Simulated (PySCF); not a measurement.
# One shape, several levels: C2HCl2Si (SMILES C#C[Si](Cl)Cl)

Wanted: a comparison of 6 runs (UHF/STO-3G, UHF/3-21G, UB3LYP/6-31G*, U-wB97M-V/cc-pVDZ, UB2PLYP/cc-pVDZ, USCS-MP2/cc-pVDZ) of C2HCl2Si. Input form: a Python script.

The results are computed with PySCF 2.14.0.

1 further run of the same task is left out (set aside as unsound or not needed).

**1. Starting point**

C2HCl2Si has 6 atoms, charge 0, and is taken as a doublet. As SMILES, `C#C[Si](Cl)Cl`. The coordinates come from a PBE0-D4/def2-TZVP relaxation.

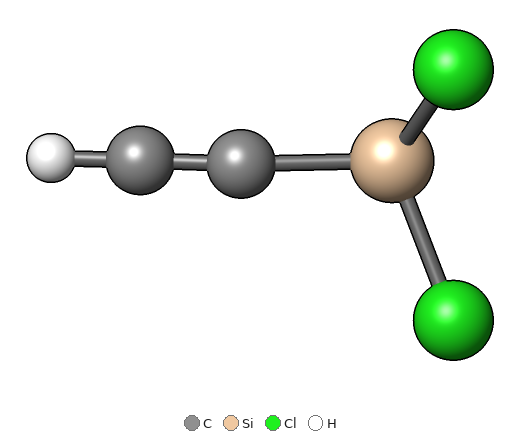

The structure, seen from a chosen angle (carbon grey, silicon light orange, chlorine green, hydrogen white).

**2. A single-point energy at UHF/STO-3G (run 1)**

job.py reads:

```python
from pyscf import gto, scf

mol = gto.M(
    atom=[
    ('C', (1.324500, 0.483500, 1.111500)),
    ('C', (0.521500, 0.095400, 0.297200)),
    ('Si', (-0.504400, -0.583800, -1.021800)),
    ('Cl', (-1.914000, -1.830600, -0.226100)),
    ('Cl', (-1.406000, 0.937000, -2.046300)),
    ('H', (2.020400, 0.834500, 1.839400)),
],
    max_memory=1860,
    basis='sto-3g',
    spin=1,
    verbose=3,
)

mf = scf.UHF(mol)
mf.conv_tol = 1e-10
mf.kernel()
if not mf.converged:
    mf = mf.newton().run(mf.mo_coeff, mf.mo_occ)

e_tot = mf.e_tot
print(f'total energy: {e_tot:.8f} hartree')
```

Launch:

```sh
OMP_NUM_THREADS=1 python job.py
```

The log of the run:

```text
SCF not converged.
SCF energy = -1270.14679722823 after 50 cycles  <S^2> = 0.97481177  2S+1 = 2.2134243
converged SCF energy = -1270.15221260169  <S^2> = 0.97987952  2S+1 = 2.2179987
total energy: -1270.15221260 hartree
```

Run time: 1.4 s. Hardware: 1 thread of Arm Neoverse V1, shared host; peak memory 0.12 GiB.

**3. A single-point energy at UHF/3-21G (run 2)**

run.py reads:

```python
from pyscf import gto

molecule = gto.M(
    atom='''
C        1.324500       0.483500       1.111500
C        0.521500       0.095400       0.297200
Si      -0.504400      -0.583800      -1.021800
Cl      -1.914000      -1.830600      -0.226100
Cl      -1.406000       0.937000      -2.046300
H        2.020400       0.834500       1.839400
''',
    basis='3-21g',
    spin=1,
    max_memory=1860,
    verbose=3,
)

mf = molecule.UHF()
mf.conv_tol = 1e-10
mf.kernel()
if not mf.converged:
    mf = mf.newton().run(mf.mo_coeff, mf.mo_occ)

e_tot = mf.e_tot
print('Final energy', e_tot)
```

Launch:

```sh
OMP_NUM_THREADS=1 python run.py
```

The log of the run:

```text
converged SCF energy = -1277.88495488928  <S^2> = 0.83377755  2S+1 = 2.0820927
Final energy -1277.8849548892754
```

Run time: 1.3 s. Hardware: 1 thread of Arm Neoverse V1, shared host; peak memory 0.13 GiB.

Runs 3 to 4 aren't shown in full; the table further down has their settings and results.

**4. A single-point energy at UB2PLYP/cc-pVDZ (run 5)**

run.py reads:

```python
from pyscf import gto, dft, mp

mol = gto.M(
    atom='''
C      2.502942     0.913683     2.100431
C      0.985492     0.180280     0.561627
Si    -0.953178    -1.103222    -1.930922
Cl    -3.616936    -3.459333    -0.427267
Cl    -2.656955     1.770673    -3.866947
H      3.818003     1.576976     3.475962
''',
    unit='bohr',
    max_memory=1860,
    basis='cc-pvdz',
    spin=1,
    verbose=3,
)

calc0 = dft.UKS(mol, xc='0.53*HF + 0.47*B88, 0.73*LYP')
calc0.grids.level = 5
calc0.conv_tol = 1e-10
calc0.kernel()
if not calc0.converged:
    calc0 = calc0.newton().run(calc0.mo_coeff, calc0.mo_occ)

pt = mp.MP2(calc0, frozen=17).run()
e_final = calc0.e_tot + 0.27 * pt.e_corr
print('PT2 part  %.8f' % (0.27 * pt.e_corr))
print(f'total energy: {e_final:.8f} hartree')
```

Launch:

```sh
OMP_NUM_THREADS=1 python run.py
```

The log of the run:

```text
converged SCF energy = -1286.01199317716  <S^2> = 0.75636765  2S+1 = 2.0063575
E(UMP2) = -1286.74219484394  E_corr = -0.730201666784807
E(SCS-UMP2) = -1286.71653108018  E_corr = -0.704537903024511
PT2 part  -0.19715445
total energy: -1286.20914763 hartree
```

It took 53 s on 1 thread of Arm Neoverse V1, shared host; peak memory 0.47 GiB.

**5. A single-point energy at USCS-MP2/cc-pVDZ (run 6)**

input.xyz reads:

```xyz
6
C2HCl2Si
C      1.324500     0.483500     1.111500
C      0.521500     0.095400     0.297200
Si    -0.504400    -0.583800    -1.021800
Cl    -1.914000    -1.830600    -0.226100
Cl    -1.406000     0.937000    -2.046300
H      2.020400     0.834500     1.839400
```

input.py reads:

```python
# C#C[Si](Cl)Cl
from pyscf import gto, mp

mol = gto.Mole()
mol.atom = 'input.xyz'
mol.basis = 'cc-pvdz'
mol.max_memory = 1860
mol.spin = 1
mol.verbose = 3
mol.build()

hf = mol.UHF()
hf.conv_tol = 1e-10
hf.kernel()
if not hf.converged:
    hf = hf.newton().run(hf.mo_coeff, hf.mo_occ)

pt = mp.MP2(hf, frozen=17).run()
e_tot = hf.e_tot + 1.2 * pt.e_corr_os + pt.e_corr_ss / 3
print('E(%s) = %.9f' % ('SCS-MP2', e_tot))
```

Launch:

```sh
OMP_NUM_THREADS=1 python input.py
```

The log of the run:

```text
converged SCF energy = -1284.27244948474  <S^2> = 0.80118487  2S+1 = 2.0505461
E(UMP2) = -1284.85281350134  E_corr = -0.580364016595381
E(SCS-UMP2) = -1284.83303802074  E_corr = -0.560588536000906
E(SCS-MP2) = -1284.833038021
```

Run time: 4.2 s. Hardware: 1 thread of Arm Neoverse V1, shared host; peak memory 0.21 GiB.

**6. All runs side by side**

| run | level | integration grid | nlc grid | energy (Eh) | dipole moment (D) of the reference | HOMO energy (eV) | LUMO energy (eV) | wall time |
| --- | --- | --- | --- | --- | --- | --- | --- | --- |
| 1 | UHF/STO-3G | – | – | -1270.152213 | 3.39 | -8.10 | 3.27 | 1.4 s |
| 2 | UHF/3-21G | – | – | -1277.884955 | 3.78 | -9.98 | -0.02 | 1.3 s |
| 3 | UB3LYP/6-31G* (spherical functions) | 5 | – | -1286.677768 | 2.32 | -6.36 | -3.49 | 39 s |
| 4 | U-wB97M-V/cc-pVDZ | 5 | 1 | -1286.618416 | 1.96 | -8.33 | -1.44 | 2.7 min |
| 5 | UB2PLYP/cc-pVDZ | 5 | – | -1286.209148 | 2.10 | -7.63 | -1.83 | 53 s |
| 6 | USCS-MP2/cc-pVDZ | – | – | -1284.833038 | 2.37 | -9.67 | 0.75 | 4.2 s |

**7. What came out**

```
                                                         quantity           value
                                              run 6: total energy  -1284.83304 Eh
                      run 6: dipole moment (Hartree–Fock density)          2.37 D
run 6: HOMO energy (Hartree–Fock orbitals) (highest over α and β)        -9.67 eV
 run 6: LUMO energy (Hartree–Fock orbitals) (lowest over α and β)         0.75 eV
              run 6: correlation energy (17 core orbitals frozen)      -560.6 mEh
                         run 6: ⟨S²⟩ of the reference determinant           0.801
```

What this shows: Over runs 1, 2, 3, 4, 5 the dipole moment (its size) runs from 1.96 D (U-wB97M-V/cc-pVDZ) to 3.78 D (UHF/3-21G). The two ends differ in method and basis. Totals of different functionals can't be ranked against each other. In run 1 the basis is minimal, so the values are rough. Spin contamination of the reference: run 1 ⟨S²⟩ = 0.98. All runs together took 4.3 min, the longest 2.7 min.
